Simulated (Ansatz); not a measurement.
## CH2NSi: a changed input and its effect

System: CH2NSi, multiplicity 2.
Method of the first run: UKS PBE-D4/def2-TZVPP (Ansatz 0.2.0).

The geometry: a frame of the PBE0-D4/def2-SVP trajectory. Text and figures count atoms from 1; the logs count them from 0 in places.

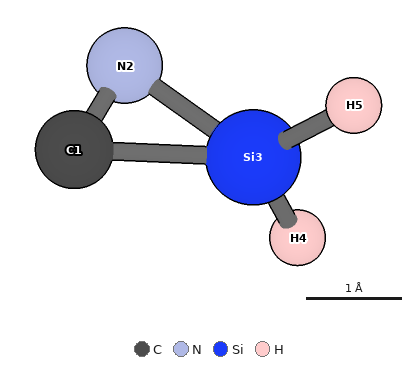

The input geometry (ball-and-stick view, seen at a tilt; atoms are numbered from 1 in the order of the input).

**Input file, the first run**
```yaml
crystal:
  periodic: [false, false, false]
  atoms:
    - {symbol: C, position_ang: [0.891264, -0.797453, 0.962072]}
    - {symbol: N, position_ang: [-0.057986, -0.184127, 1.337061]}
    - {symbol: Si, position_ang: [-0.100483, 0.134279, -0.352764]}
    - {symbol: H, position_ang: [-0.977613, -0.641353, -1.080020]}
    - {symbol: H, position_ang: [0.184939, 1.594242, -0.888380]}
basis:
  gaussian: {orbitals: def2-TZVPP}
magnetization: {spin_polarized: true, initial_magnetization: 1}
hamiltonian: {xc: pbe, dispersion: d4}
output: {forces: true}
```

Launched with:
```bash
ansatz run in.yaml --threads 1 --pin off --events-out ev --progress --plain --max-ram 4352MiB
```

Hardware: 1 CPU thread, shared host.

**Output (the first run)**
```
Functional definition: PBE
  parameter kappa = 0.804
  parameter beta = 0.06672455060314922
  exchange = pbe_x(kappa = kappa, mu = beta*pi^2/3)
  correlation = pbe_c(beta = beta)
741 factors; their error is unknown
mean field evaluation 1: about -10419.6876 eV, gradient 4.3e1 eV
mean field evaluation 2: about -10367.7442 eV, gradient 9.9e1 eV
mean field evaluation 4: about -10426.9664 eV, gradient 1.5e1 eV
mean field evaluation 8: about -10427.9331 eV, gradient 6.4e-2 eV
mean field evaluation 16: about -10427.9122 eV, gradient 6.7e-5 eV
mean field -10427.91219877 eV, -383.2187050119 hartree, gradient 6.7e-5 eV, S^2 0.755552; 0 other end points of the search recorded, 0 dependent functions left out
the calculation of the forces begins
reference -10427.91223517 eV, -383.2187063499 hartree; 15, 14 occupied and 117, 118 virtual orbitals, 741 factors
Total energy: -10427.99474897 eV, -383.2217386759 hartree
Atom 0 at     0.891264    -0.797453     0.962072 Å, force     2.981647    -1.758586    -0.624860 eV/Å
Atom 1 at    -0.057986    -0.184127     1.337061 Å, force    -2.593060     1.332424     3.121131 eV/Å
Atom 2 at    -0.100483     0.134279    -0.352764 Å, force     1.390348     2.873568    -1.863560 eV/Å
Atom 3 at    -0.977613    -0.641353    -1.080020 Å, force    -1.562024    -1.142672    -1.254469 eV/Å
Atom 4 at     0.184939     1.594242    -0.888380 Å, force    -0.216911    -1.304734     0.621757 eV/Å
Dipole moment:    -0.190449     0.181391    -0.316843 e Å
```

For the second run the input was changed thus:
```diff
-hamiltonian: {xc: pbe, dispersion: d4}
+hamiltonian: {xc: r2scan, dispersion: d4}
```

How does the second run compare with the first run?

The total energies belong to different models, so their difference says nothing on which is more stable or more accurate. The largest force goes from 4.271 to 3.660 eV/Å.

**Output (the second run)**
```
Functional definition: r2SCAN
  parameter k0 = 0.174
  parameter k1 = 0.065
  parameter a1 = 4.9479
  exchange = r2scan_x(k0 = k0, k1 = k1, a1 = a1)
  correlation = r2scan_c
741 factors; their error is unknown
mean field evaluation 1: about -10426.2821 eV, gradient 3.9e1 eV
mean field evaluation 2: about -10392.4211 eV, gradient 8.3e1 eV
mean field evaluation 4: about -10432.3840 eV, gradient 1.2e1 eV
mean field evaluation 8: about -10432.9945 eV, gradient 6.1e-2 eV
mean field evaluation 16: about -10432.9765 eV, gradient 1.7e-4 eV
mean field -10432.97646628 eV, -383.4048134103 hartree, gradient 5.6e-5 eV, S^2 0.762329; 0 other end points of the search recorded, 0 dependent functions left out
the calculation of the forces begins
reference -10432.97647900 eV, -383.4048138776 hartree; 15, 14 occupied and 117, 118 virtual orbitals, 741 factors
Total energy: -10432.99446999 eV, -383.4054750345 hartree
Atom 0 at     0.891264    -0.797453     0.962072 Å, force     2.389747    -1.368990    -0.373567 eV/Å
Atom 1 at    -0.057986    -0.184127     1.337061 Å, force    -1.995647     0.991597     2.649391 eV/Å
Atom 2 at    -0.100483     0.134279    -0.352764 Å, force     1.313199     2.899855    -1.806888 eV/Å
Atom 3 at    -0.977613    -0.641353    -1.080020 Å, force    -1.451825    -1.030009    -1.164897 eV/Å
Atom 4 at     0.184939     1.594242    -0.888380 Å, force    -0.255474    -1.492454     0.695961 eV/Å
Dipole moment:    -0.188303     0.179450    -0.319893 e Å
```

**The two runs side by side**

| quantity | the first run | the second run |
| --- | --- | --- |
| outcome | converged | converged |
| total energy (hartree) | −383.221739 | −383.405475 |
| dipole moment (D) | 1.98 | 1.98 |
| ⟨S²⟩ | 0.756 | 0.762 |
| largest force (eV/Å) | 4.271 | 3.660 |
| basis functions | 132 | 132 |
| wall time (shared host) | 2.8 s | 5.5 s |
